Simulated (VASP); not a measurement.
Band structure of RuSi (relaxed from the zinc blende structure, space group F-43m). All values below come from PBEsol GGA, VASP's PBE PAW potentials (set 64) (plane waves; VASP 6.6.1).

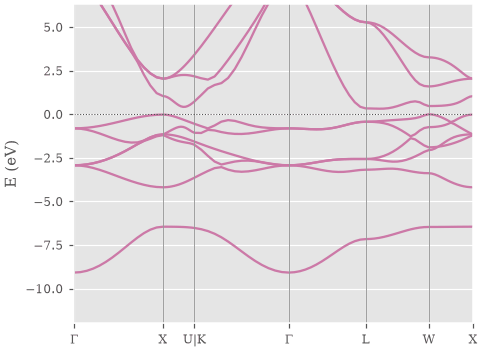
Figure: Bands along high-symmetry lines, zero at the valence-band maximum or, without a gap, the Fermi level

Task: Read the plot: is there a gap, and where are the band edges?

Result: The gap is indirect, 0.32 eV, from the valence maximum at W to the conduction minimum at L-W at 0.21. (Edges off the drawn lines would not show.)

The structure was generated: RuSi was put into the zinc blende type (F-43m), which need not be its known phase. It was relaxed first, which changed the volume by -31 %.
